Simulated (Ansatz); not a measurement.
Si$_{2}$H$_{6}$SF$_{2}$: several calculations on one system

### Relaxation

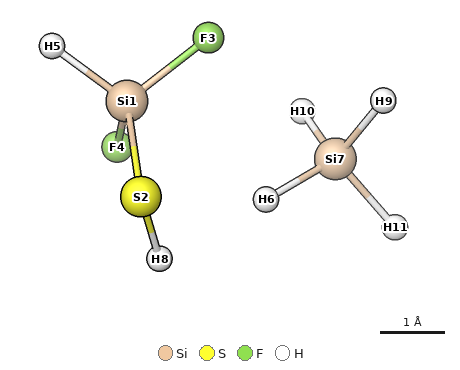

Si$_{2}$H$_{6}$SF$_{2}$, before the relaxation. A ball-and-stick model, seen at a tilt.

The run prepares an end point of a later path (reaction) calculation, from a guessed geometry.

Computed with RKS PBE0-D4/def2-SVP in Ansatz.

The input:
```yaml
crystal:
  periodic: [false, false, false]
  atoms:
    - { symbol: Si, position_ang: [-1.681025, -0.312989, 0.279802] }
    - { symbol: S, position_ang: [-1.285041, 1.257187, 1.686194] }
    - { symbol: F, position_ang: [-1.203483, 0.068105, -1.217038] }
    - { symbol: F, position_ang: [-0.886748, -1.642293, 0.724789] }
    - { symbol: H, position_ang: [-3.126366, -0.599495, 0.186337] }
    - { symbol: H, position_ang: [0.90235, 0.385128, 0.432252] }
    - { symbol: Si, position_ang: [1.661439, 0.120563, -0.77352] }
    - { symbol: H, position_ang: [-0.22062, 0.616104, 2.212294] }
    - { symbol: H, position_ang: [1.413447, 1.201543, -1.773513] }
    - { symbol: H, position_ang: [1.308886, -1.213602, -1.338291] }
    - { symbol: H, position_ang: [3.117062, 0.119747, -0.419205] }
basis:
  gaussian: { orbitals: def2-SVP }
hamiltonian:
  xc: pbe0
  dispersion: d4
relax:
  f_tol: 0.03
  max_steps: 50
```

Command:
```bash
ansatz run input.yaml --threads 2 --pin off --max-ram 3072MiB --backend cpu --events-out ev --progress --plain --runs-dir out
```

### What does the optimiser find from here?

The largest move after the best rigid fit is that of S2, 0.60 Å. By element the largest moves are S 0.60 Å, H 0.54 Å, F 0.30 Å, Si 0.28 Å. Some distances before and after: H6–Si7 1.449 → 1.496 Å, Si1–S2 2.145 → 2.108 Å, Si7–H11 1.498 → 1.494 Å, S2–H8 1.349 → 1.354 Å. Among the angles between lasting bonds that change: F3–Si1–H5 106.0° → 109.7°, F3–Si1–F4 107.7° → 104.4°, S2–Si1–F4 109.4° → 111.7°. Groups turn about Si1–S2 by about 45°. The energy falls by 4.77 kcal/mol in 12 accepted moves (13 points after the start). The largest force component goes from 0.84 to 0.018 eV/Å. The line search rejected the trial step at point 12 of the run. The forces were under the threshold at step 7, but the run went on from there. The run took 28 s on 2 threads of Intel(R) Xeon(R) 6975P-C (Granite Rapids), with other jobs on the host, peak memory 0.28 GiB.

History of the run:

| step | E − E(0), kcal/mol | largest force component, eV/Å | note |
| --- | --- | --- | --- |
| 0 | 0.00 | 0.8430 |  |
| 1 | -3.18 | 0.2740 |  |
| 2 | -4.01 | 0.2119 |  |
| 3 | -4.22 | 0.2994 |  |
| 4 | -4.34 | 0.2629 |  |
| 5 | -4.66 | 0.3237 |  |
| 6 | -4.73 | 0.0586 |  |
| 7 | -4.75 | 0.0229 |  |
| 8 | -4.76 | 0.1070 |  |
| 9 | -4.76 | 0.0421 |  |
| 10 | -4.77 | 0.0114 |  |
| 11 | -4.77 | 0.0322 |  |
| 12 | -4.77 | 0.0557 | rejected |
| 13 | -4.77 | 0.0177 |  |

The structure at the end:

```xyz
11

Si   -1.9175   -0.3788    0.3948
S    -1.7072    0.9730    1.9990
F    -1.2376    0.2098   -0.9497
F    -1.1324   -1.7592    0.6706
H    -3.3475   -0.6509    0.1521
H     1.4058    0.4330    0.5209
Si    1.9341    0.1146   -0.8422
H    -0.3590    1.0196    1.8852
H     1.5379    1.1937   -1.7906
H     1.3995   -1.2034   -1.2847
H     3.4237    0.0487   -0.7554
```

The end point in the same view:

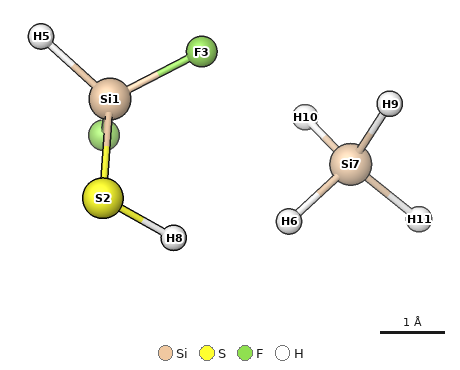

### Relaxation

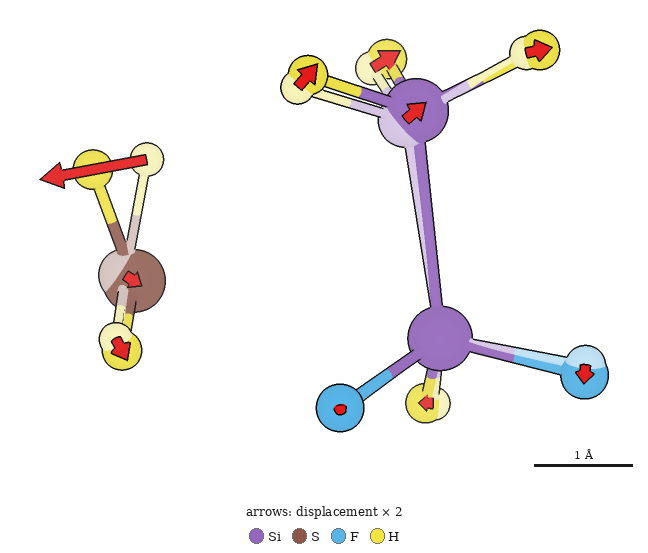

This is a relaxation of Si$_{2}$H$_{6}$SF$_{2}$. The starting structure is drawn faded, the final one solid; red arrows show the displacements, magnified 2 times. The two geometries are superimposed by the best rigid fit.

A ball-and-stick model, seen from a free direction.

The run prepares an end point of a later path (reaction) calculation, from a guessed geometry.

Level of theory: RKS PBE0-D4/def2-SVP (Ansatz). (no spin polarisation; force threshold 0.03 eV/Å; at most 50 steps)

> Which element moves most?

Hydrogen: up to 0.56 Å, against 0.15 Å for silicon.

> What did the optimiser do to the structure, and how much energy did it gain?

Over 8 geometry steps the energy falls by 10.4 kJ/mol. The largest force component goes from 1.1 to 0.013 eV/Å. The atom that moves furthest after the best rigid fit is an H atom (0.56 Å). By element the largest moves are H 0.56 Å, Si 0.15 Å, S 0.11 Å, F 0.10 Å. Among the contacts that change: Si–Si 2.259 → 2.345 Å, H–S 1.356 → 1.350 Å. The run took 19 s on 2 threads of Intel(R) Xeon(R) 6975P-C (Granite Rapids), with other jobs on the host, peak memory 0.27 GiB.

Limits of the set-up: the start holds two separate molecules, 2.2 Å apart at their closest, whose relative position is a soft coordinate.

### Path

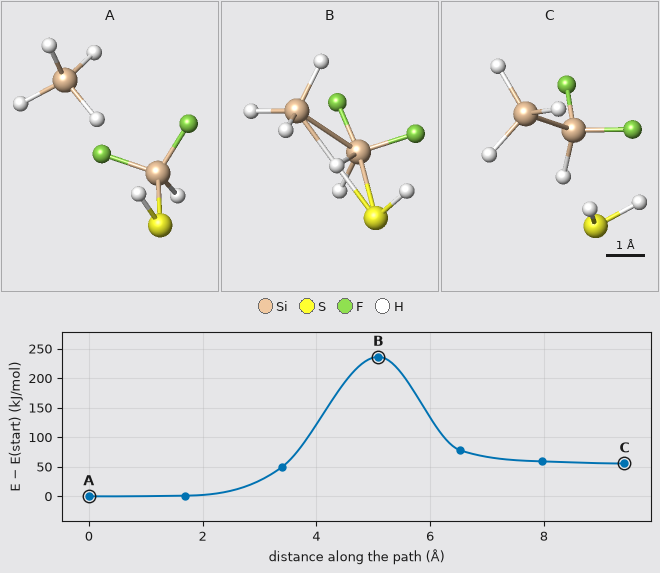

A nudged-elastic-band calculation for Si$_{2}$H$_{6}$SF$_{2}$, made up at the start of SiH$_{2}$SF$_{2}$ and SiH4. Images are numbered from 0 (start) to 6 (end). Frames A to C are images 0, 3, 6. A ball-and-stick model, seen from a free direction.

The calculation used RKS PBE0-D4/def2-SVP (Ansatz). Run with 5 movable images; climbing image; force threshold 0.05 eV/Å; iteration limit 60; starting path through a guess of the saddle point.

> What happens along the path, and what is the barrier?

The energy climbs by 236.3 kJ/mol to image 3 and then falls by 180.6 kJ/mol, so the end point sits at +55.6 kJ/mol. Breaking: H–Si (1.50 → 3.41 Å), S–Si (2.11 → 3.37 Å). Forming: H–S (3.49 → 1.35 Å), Si–Si (4.08 → 2.34 Å). The band converged in 19 iterations. The largest component of the band force went from 18 to 0.034 eV/Å. The climbing image converged on the top of the path. Its vibrational analysis gives one imaginary mode (954i cm⁻¹), as a transition state must have.

Limits of the set-up: the start holds two separate molecules, 2.3 Å apart at their closest, whose relative position is a soft coordinate.

Cost: 3.1 min on 2 threads of Intel(R) Xeon(R) 6975P-C (Granite Rapids), on a shared host, peak memory 0.29 GiB.
